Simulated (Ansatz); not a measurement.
**K+ with AlCl3: structure and interaction energy**

Aim: relax the pair, then compute its interaction energy with counterpoise at many levels, up to CCSD(T).

Computed with Ansatz 0.2.0, Gaussian basis. Level: PBE0-D4 structure, single points in def2-TZVPPD.

Levels: PBE-D4, revPBE-D4, BLYP-D4, r2SCAN-D4, B97M-V, PBE0-D4, B3LYP-D4, HSE06-D4, wB97X-V, wB97M-V, B2PLYP, Hartree-Fock, MP2, CCSD, CCSD(T). The reference is CCSD(T) extrapolated to the basis limit. For elements past Ar these valence bases correlate outer-core shells poorly and lack relativity, so that limit is rough.

Correlated methods freeze the cores. The outer core shell of Li, Na, Mg and K is correlated. B3LYP uses VWN-RPA correlation. B2PLYP carries no dispersion term here.

163 further runs of the same task are left out: 163 set aside as unsound or not needed. Runs told in other sessions of the task aren't counted.

### 1 The starting structure

The pair, from a GFN2-xTB docking trial: 5 atoms, charge 1, spin multiplicity 1.

Atoms are counted from 1 here; the program's logs count them from 0.

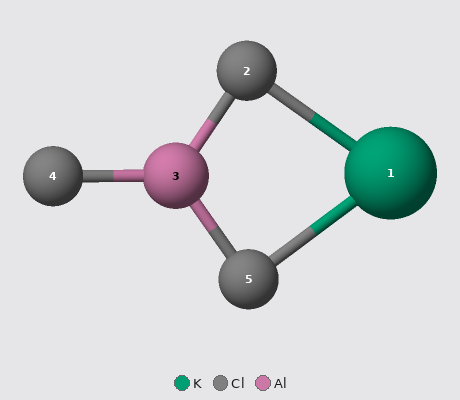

Start geometry, drawn with potassium teal, chlorine grey, aluminium pink; atoms are numbered from 1 in the order of the file.

As a file:

| atom | x (Å) | y (Å) | z (Å) |
| --- | --- | --- | --- |
| K1 | 0.4151 | 0.9302 | -2.5239 |
| Cl2 | 0.7613 | 1.5288 | 0.2508 |
| Al3 | -0.1162 | -0.2652 | 0.7096 |
| Cl4 | -0.3919 | -0.9461 | 2.5641 |
| Cl5 | -0.6682 | -1.2477 | -1.0006 |

Atoms 1 to 1 are fragment A (K+), the rest fragment B (AlCl3).

### 2 A first relaxation in a small basis

pre/in.yaml

```yaml
crystal:
  periodic: [false, false, false]
  atoms:
    - {symbol: K, position_ang: [0.415100, 0.930200, -2.523900]}
    - {symbol: Cl, position_ang: [0.761300, 1.528800, 0.250800]}
    - {symbol: Al, position_ang: [-0.116200, -0.265200, 0.709600]}
    - {symbol: Cl, position_ang: [-0.391900, -0.946100, 2.564100]}
    - {symbol: Cl, position_ang: [-0.668200, -1.247700, -1.000600]}
basis:
  gaussian: {orbitals: def2-SVP}
total_charge: 1
hamiltonian: {xc: pbe, dispersion: d4}
relax: {f_tol: 0.03, max_steps: 250}
```

The run is started by

```sh
$ ansatz run in.yaml --threads 4 --pin off --events-out ev --progress --plain --max-ram 9574MiB
```

Output (excerpt; [...] marks lines left out):

```text
Functional definition: PBE
  name "PBE"
  cite "Perdew, Burke & Ernzerhof, Phys. Rev. Lett. 77, 3865 (1996) doi:10.1103/PhysRevLett.77.3865"
  parent pbe
[...]
1054 factors; their error is unknown
[...]
mean field -60449.59930159 eV, -2221.4818001235 hartree, gradient 2.6e-5 eV, S^2 0.000000; 0 other end points of the search recorded, 0 dependent functions left out
[...]
reference -60449.59940903 eV, -2221.4818040716 hartree; 41, 41 occupied and 55, 55 virtual orbitals, 1054 factors
relax step   1: F+E_penalty+E_count = -60449.78486087 eV  Δ(F+E_penalty+E_count) = +0.000e0 eV  max|allowed force component| = 1.347e0 eV/Å  Δτ_max = 0.0000 Å  (23 SCF iters, accepted)
[...]
reference -60449.96149037 eV, -2221.4951103156 hartree; 41, 41 occupied and 55, 55 virtual orbitals, 1054 factors
Total energy: -60450.13767059 eV, -2221.5015848194 hartree
Atom 0 at     0.458554     1.059053    -2.873899 Å, force     0.000413     0.001844    -0.004569 eV/Å
Atom 1 at     0.787255     1.554519     0.320251 Å, force     0.000477     0.000385     0.000845 eV/Å
Atom 2 at    -0.129076    -0.297275     0.807006 Å, force    -0.000387    -0.001755     0.006155 eV/Å
Atom 3 at    -0.428172    -1.004287     2.718093 Å, force    -0.000071     0.000892    -0.002180 eV/Å
Atom 4 at    -0.688461    -1.312010    -0.971450 Å, force    -0.000433    -0.001366    -0.000250 eV/Å
Dipole moment:     0.325075     0.751051    -2.038215 e Å
```

Wall time 8 s (4 threads of Arm Neoverse V2, shared host).

Along the way:

| step | energy from step 1 (eV) | largest force component (eV/Å) |
| --- | --- | --- |
| 1 | 0.0000 | 1.3465 |
| 2 | -0.3055 | 0.3948 |
| 3 | -0.3418 | 0.1616 |
| 4 | -0.3427 | 0.4303 |
| 5 | -0.3526 | 0.0358 |
| 6 | -0.3527 | 0.0062 |

Distances of close pairs at the start and the end, largest changes first:

| bond | before (Å) | after (Å) | change (Å) |
| --- | --- | --- | --- |
| K1–Cl2 | 2.860 | 3.249 | +0.389 |
| K1–Cl5 | 2.870 | 3.249 | +0.379 |
| Al3–Cl5 | 2.048 | 2.123 | +0.074 |
| Cl2–Al3 | 2.049 | 2.123 | +0.074 |
| Al3–Cl4 | 1.995 | 2.060 | +0.065 |

### 3 Relaxation at PBE0-D4

relax/in.yaml

```yaml
crystal:
  periodic: [false, false, false]
  atoms:
    - {symbol: K, position_ang: [0.458554, 1.059053, -2.873899]}
    - {symbol: Cl, position_ang: [0.787255, 1.554519, 0.320251]}
    - {symbol: Al, position_ang: [-0.129076, -0.297275, 0.807006]}
    - {symbol: Cl, position_ang: [-0.428172, -1.004287, 2.718093]}
    - {symbol: Cl, position_ang: [-0.688461, -1.312010, -0.971450]}
basis:
  gaussian: {orbitals: def2-TZVP}
total_charge: 1
hamiltonian: {xc: pbe0, dispersion: d4}
relax: {f_tol: 0.005, max_steps: 200}
```

The run is started by

```sh
$ ansatz run in.yaml --threads 4 --pin off --events-out ev --progress --plain --max-ram 9574MiB
```

Output (excerpt; [...] marks lines left out):

```text
Functional definition: PBE0
  name "PBE0"
  cite "Adamo & Barone, J. Chem. Phys. 110, 6158 (1999) doi:10.1063/1.478522"
[... 2 set-up lines as earlier in the session ...]
[...]
1437 factors; their error is unknown
[...]
mean field -60472.45155369 eV, -2222.3216048981 hartree, gradient 1.7e-5 eV, S^2 0.000000; 0 other end points of the search recorded, 0 dependent functions left out
[...]
Atom 1 at     0.779377     1.536625     0.331481 Å, force    -0.000142    -0.000881    -0.000783 eV/Å
Atom 2 at    -0.127061    -0.293843     0.797232 Å, force     0.000097     0.000106    -0.000302 eV/Å
Atom 3 at    -0.424051    -0.992115     2.686217 Å, force    -0.000326    -0.000013     0.000389 eV/Å
Atom 4 at    -0.684486    -1.306882    -0.949814 Å, force     0.000788     0.000927    -0.000017 eV/Å
Dipole moment:     0.329887     0.763620    -2.071423 e Å
```

Run time: 18 s. Hardware: 4 threads of Arm Neoverse V2, shared host; peak memory 0.62 GiB.

The steps of the relaxation:

| step | energy from step 1 (eV) | largest force component (eV/Å) |
| --- | --- | --- |
| 1 | 0.0000 | 0.4651 |
| 2 | -0.0182 | 0.1504 |
| 3 | -0.0188 | 0.0152 |
| 4 | -0.0188 | 0.0009 |

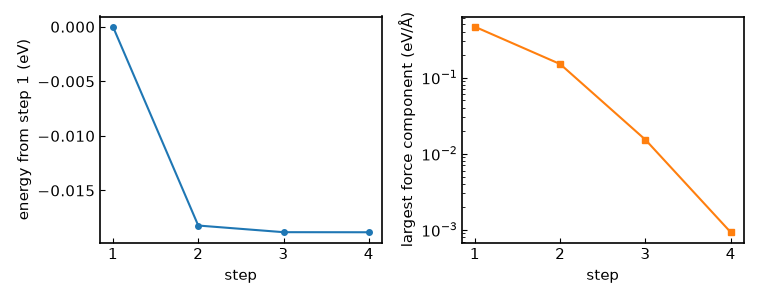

Energy and largest force along the relaxation.

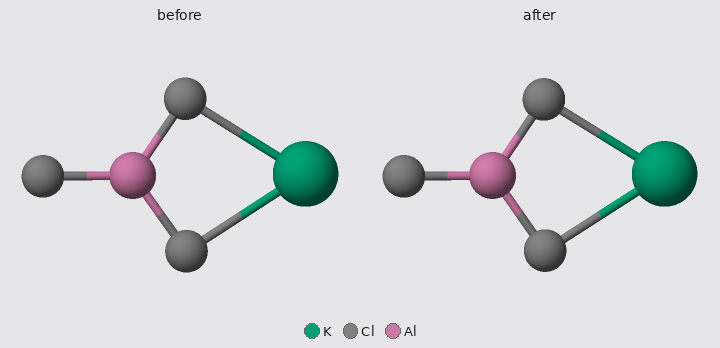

Before and after, at one scale.

Distances of close pairs at the start and the end, largest changes first:

| bond | before (Å) | after (Å) | change (Å) |
| --- | --- | --- | --- |
| Cl2–Al3 | 2.123 | 2.095 | -0.028 |
| Al3–Cl5 | 2.123 | 2.095 | -0.028 |
| Al3–Cl4 | 2.060 | 2.036 | -0.024 |
| K1–Cl5 | 3.249 | 3.249 | -0.000 |
| K1–Cl2 | 3.249 | 3.249 | -0.000 |

The shortest distance between the fragments is K1–Cl2, 3.25 Å.

Counterpoise needs three runs a level at this geometry: the pair (ab), and each fragment in the basis of the whole pair, with ghost atoms in place of the other (a, b).

### 4 wB97X-V/def2-TZVPPD

ab/in.yaml

```yaml
crystal:
  periodic: [false, false, false]
  atoms:
    - {symbol: K, position_ang: [0.456321, 1.056214, -2.865115]}
    - {symbol: Cl, position_ang: [0.779377, 1.536625, 0.331481]}
    - {symbol: Al, position_ang: [-0.127061, -0.293843, 0.797232]}
    - {symbol: Cl, position_ang: [-0.424051, -0.992115, 2.686217]}
    - {symbol: Cl, position_ang: [-0.684486, -1.306882, -0.949814]}
basis:
  gaussian: {orbitals: "def2-TZVPPD.json"}
total_charge: 1
hamiltonian: {xc: {name: wB97X-V}}
```

a/in.yaml

```yaml
crystal:
  periodic: [false, false, false]
  atoms:
    - {symbol: K, position_ang: [0.456321, 1.056214, -2.865115]}
basis:
  gaussian:
    orbitals: "def2-TZVPPD.json"
    ghost_atoms:
      - {symbol: Cl, position_ang: [0.779377, 1.536625, 0.331481]}
      - {symbol: Al, position_ang: [-0.127061, -0.293843, 0.797232]}
      - {symbol: Cl, position_ang: [-0.424051, -0.992115, 2.686217]}
      - {symbol: Cl, position_ang: [-0.684486, -1.306882, -0.949814]}
total_charge: 1
hamiltonian: {xc: {name: wB97X-V}}
```

b/in.yaml

```yaml
crystal:
  periodic: [false, false, false]
  atoms:
    - {symbol: Cl, position_ang: [0.779377, 1.536625, 0.331481]}
    - {symbol: Al, position_ang: [-0.127061, -0.293843, 0.797232]}
    - {symbol: Cl, position_ang: [-0.424051, -0.992115, 2.686217]}
    - {symbol: Cl, position_ang: [-0.684486, -1.306882, -0.949814]}
basis:
  gaussian:
    orbitals: "def2-TZVPPD.json"
    ghost_atoms:
      - {symbol: K, position_ang: [0.456321, 1.056214, -2.865115]}
hamiltonian: {xc: {name: wB97X-V}}
```

The basis file named in the input lies beside it (Basis Set Exchange, JSON).

The same command starts each run, in its folder.

The run is started by

```sh
$ ansatz run in.yaml --threads 4 --pin off --events-out ev --progress --plain --max-ram 9574MiB
```

ab printed (excerpt; [...] marks lines left out):

```text
Functional definition: wB97X-V
  name "wB97X-V"
  cite "Mardirossian & Head-Gordon, Phys. Chem. Chem. Phys. 16, 9904 (2014) doi:10.1039/C3CP54374A"
  cite "Becke, J. Chem. Phys. 107, 8554 (1997) doi:10.1063/1.475007"
  cite "Vydrov & Van Voorhis, J. Chem. Phys. 133, 244103 (2010) doi:10.1063/1.3521275"
[...]
      + integral(e_c_pw_opposite_spin*poly(b97_u_opposite, cos0, cos1)) + vv10(b, c)
1639 factors; their error is unknown
364 factors; integrals over basis functions are off by at most 4.0e-5 eV
[...]
mean field -60483.77249602 eV, -2222.7376418554 hartree, gradient 7.4e-5 eV, S^2 0.000000; 0 other end points of the search recorded, 0 dependent functions left out
reference -60483.77249233 eV, -2222.7376417196 hartree; 41, 41 occupied and 196, 196 virtual orbitals, 1639 factors
Total energy: -60483.77249233 eV, -2222.7376417196 hartree
```

Log of a (excerpt; [...] marks lines left out):

```text
[... 5 set-up lines as earlier in the session ...]
[...]
      + integral(e_c_pw_opposite_spin*poly(b97_u_opposite, cos0, cos1)) + vv10(b, c)
1616 factors; their error is unknown
352 factors; integrals over basis functions are off by at most 3.6e-5 eV
[...]
mean field -16317.80837873 eV, -599.6683973107 hartree, gradient 6.3e-6 eV, S^2 0.000000; 0 other end points of the search recorded, 0 dependent functions left out
reference -16317.80837756 eV, -599.6683972676 hartree; 9, 9 occupied and 228, 228 virtual orbitals, 1616 factors
Total energy: -16317.80837756 eV, -599.6683972676 hartree
```

Output in b (excerpt; [...] marks lines left out):

```text
[... 5 set-up lines as earlier in the session ...]
[...]
      + integral(e_c_pw_opposite_spin*poly(b97_u_opposite, cos0, cos1)) + vv10(b, c)
1547 factors; their error is unknown
326 factors; integrals over basis functions are off by at most 4.2e-5 eV
[...]
mean field -44165.43177111 eV, -1623.0496811835 hartree, gradient 4.7e-5 eV, S^2 0.000000; 0 other end points of the search recorded, 0 dependent functions left out
reference -44165.43176770 eV, -1623.0496810581 hartree; 32, 32 occupied and 205, 205 virtual orbitals, 1547 factors
Total energy: -44165.43176770 eV, -1623.0496810581 hartree
```

They took 11 s (ab), 5.5 s (a), 9 s (b) on 4 threads of Arm Neoverse V2, shared host; peak memory 0.95 GiB.

E(ab) − E(a) − E(b) = -12.28 kcal/mol.

### 5 wB97M-V/def2-TZVPPD

Each input of step 4 (ab, a, b) changes in the same lines:

```diff
-hamiltonian: {xc: {name: wB97X-V}}
+hamiltonian: {xc: {name: wB97M-V}}
```

One command serves all of them, each in its own folder.

The run is started by

```sh
$ ansatz run in.yaml --threads 4 --pin off --events-out ev --progress --plain --max-ram 9574MiB
```

Log of ab (excerpt; [...] marks lines left out):

```text
Functional definition: wB97M-V
  name "wB97M-V"
  cite "Mardirossian & Head-Gordon, J. Chem. Phys. 144, 214110 (2016) doi:10.1063/1.4952647"
[... 2 set-up lines as earlier in the session ...]
  # Of w^i u^j: cxij and so on, Table III.
[...]
  gx(w, u) = 1 - cx + cx01*u + cx10*w
[...]
      + integral(e_c_pw_mod_opposite_spin*gos(b97_w_opposite, b97_u_opposite)) + vv10(b, c)
1629 factors; their error is unknown
364 factors; integrals over basis functions are off by at most 4.0e-5 eV
[...]
mean field -60489.92450232 eV, -2222.9637239167 hartree, gradient 5.7e-5 eV, S^2 0.000000; 0 other end points of the search recorded, 0 dependent functions left out
reference -60489.92459788 eV, -2222.9637274286 hartree; 41, 41 occupied and 196, 196 virtual orbitals, 1629 factors
Total energy: -60489.92459788 eV, -2222.9637274286 hartree
```

Output in a (excerpt; [...] marks lines left out):

```text
[... 5 set-up lines as earlier in the session ...]
  # Of w^i u^j: cxij and so on, Table III.
[...]
  gx(w, u) = 1 - cx + cx01*u + cx10*w
[...]
      + integral(e_c_pw_mod_opposite_spin*gos(b97_w_opposite, b97_u_opposite)) + vv10(b, c)
1613 factors; their error is unknown
352 factors; integrals over basis functions are off by at most 3.6e-5 eV
[...]
mean field -16319.33545732 eV, -599.7245164137 hartree, gradient 7.2e-5 eV, S^2 0.000000; 0 other end points of the search recorded, 0 dependent functions left out
reference -16319.33548918 eV, -599.7245175844 hartree; 9, 9 occupied and 228, 228 virtual orbitals, 1613 factors
Total energy: -16319.33548918 eV, -599.7245175844 hartree
```

b printed (excerpt; [...] marks lines left out):

```text
[... 5 set-up lines as earlier in the session ...]
  # Of w^i u^j: cxij and so on, Table III.
[...]
  gx(w, u) = 1 - cx + cx01*u + cx10*w
[...]
      + integral(e_c_pw_mod_opposite_spin*gos(b97_w_opposite, b97_u_opposite)) + vv10(b, c)
1540 factors; their error is unknown
326 factors; integrals over basis functions are off by at most 4.2e-5 eV
[...]
mean field -44170.05114499 eV, -1623.2194400422 hartree, gradient 3.8e-5 eV, S^2 0.000000; 0 other end points of the search recorded, 0 dependent functions left out
reference -44170.05123274 eV, -1623.2194432671 hartree; 32, 32 occupied and 205, 205 virtual orbitals, 1540 factors
Total energy: -44170.05123274 eV, -1623.2194432671 hartree
```

They took 14 s (ab), 5.5 s (a), 11 s (b) on 4 threads of Arm Neoverse V2, shared host; peak memory 0.97 GiB.

Interaction energy, ab − a − b: -12.40 kcal/mol.

### 6 B2PLYP/def2-TZVPPD

Each input of step 5 (ab, a, b) changes in the same lines:

```diff
-hamiltonian: {xc: {name: wB97M-V}}
+hamiltonian: {xc: {name: B2PLYP}}
```

One command serves all of them, each in its own folder.

The run is started by

```sh
$ ansatz run in.yaml --threads 4 --pin off --events-out ev --progress --plain --max-ram 9574MiB
```

ab printed (excerpt; [...] marks lines left out):

```text
Functional definition: B2PLYP
  name "B2PLYP"
  cite "Grimme, J. Chem. Phys. 124, 034108 (2006) doi:10.1063/1.2148954"
  cite "Becke, Phys. Rev. A 38, 3098 (1988) doi:10.1103/PhysRevA.38.3098"
  cite "Lee, Yang & Parr, Phys. Rev. B 37, 785 (1988) doi:10.1103/PhysRevB.37.785"
[...]
1506 factors; integrals over basis functions are off by at most 8.5e-4 eV
[...]
mean field -60467.99104037 eV, -2222.1576840573 hartree, gradient 1.8e-6 eV, S^2 0.000000; 0 other end points of the search recorded, 0 dependent functions left out
25 core orbitals not correlated: weight in the atoms' cores, before any rotation towards them, 1.000 or more for the frozen orbitals, at most 0.000 for the correlated occupied ones
reference -60467.99124580 eV, -2222.1576916065 hartree; 16, 16 occupied and 196, 196 virtual orbitals, 1506 factors
second order -25.89735479 eV of doubles, -0.00000000 eV of singles
Total energy: -60474.98353159 eV, -2222.4146533699 hartree
```

a printed (excerpt; [...] marks lines left out):

```text
[... 5 set-up lines as earlier in the session ...]
[...]
1514 factors; integrals over basis functions are off by at most 8.1e-4 eV
[...]
mean field -16314.67523381 eV, -599.5532563586 hartree, gradient 5.5e-6 eV, S^2 0.000000; 0 other end points of the search recorded, 0 dependent functions left out
5 core orbitals not correlated: weight in the atoms' cores, before any rotation towards them, 1.000 or more for the frozen orbitals, at most 0.000 for the correlated occupied ones
reference -16314.67531013 eV, -599.5532591631 hartree; 4, 4 occupied and 228, 228 virtual orbitals, 1514 factors
second order -4.85183039 eV of doubles, -0.00000000 eV of singles
Total energy: -16315.98530433 eV, -599.6014005622 hartree
```

Output in b (excerpt; [...] marks lines left out):

```text
[... 5 set-up lines as earlier in the session ...]
[...]
1370 factors; integrals over basis functions are off by at most 8.5e-4 eV
[...]
mean field -44152.85523441 eV, -1622.5875019845 hartree, gradient 2.5e-6 eV, S^2 0.000000; 0 other end points of the search recorded, 0 dependent functions left out
20 core orbitals not correlated: weight in the atoms' cores, before any rotation towards them, 1.000 or more for the frozen orbitals, at most 0.000 for the correlated occupied ones
reference -44152.85542550 eV, -1622.5875090068 hartree; 12, 12 occupied and 205, 205 virtual orbitals, 1370 factors
second order -20.94208209 eV of doubles, -0.00000000 eV of singles
Total energy: -44158.50978766 eV, -1622.7953029837 hartree
```

They took 8 s (ab), 2.8 s (a), 5.5 s (b) on 4 threads of Arm Neoverse V2, shared host; peak memory 0.71 GiB.

Interaction energy, ab − a − b: -11.26 kcal/mol.

(Part 1 of 3 ends here.)
